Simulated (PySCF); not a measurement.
```
atom   x (Å)   y (Å)    z (Å)
  Rb  0.0000  0.0000  -0.9735
   S  0.0000  0.0000   2.5855
```

Method: PBE0/jorge-DZP-DKH, spin-free X2C-1e, Gaussian nucleus, at a bond length of 3.559 Å (PySCF).

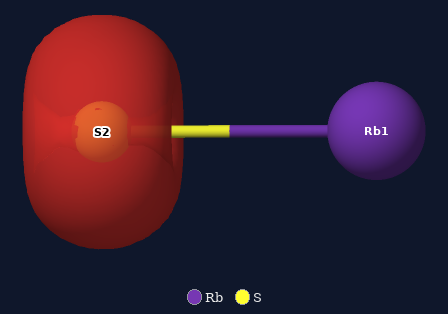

RbS (charge +1, triplet). Isosurfaces of the spin density (α minus β) at +0.04 (red) and −0.04 e/Å³ (blue), seen from one side.

Which atoms carry the spin?

The unpaired spin (2 electrons) lies mostly on S2 (about 2.0), in electrons by Hirshfeld's partition. Only one sign reaches the isovalue.
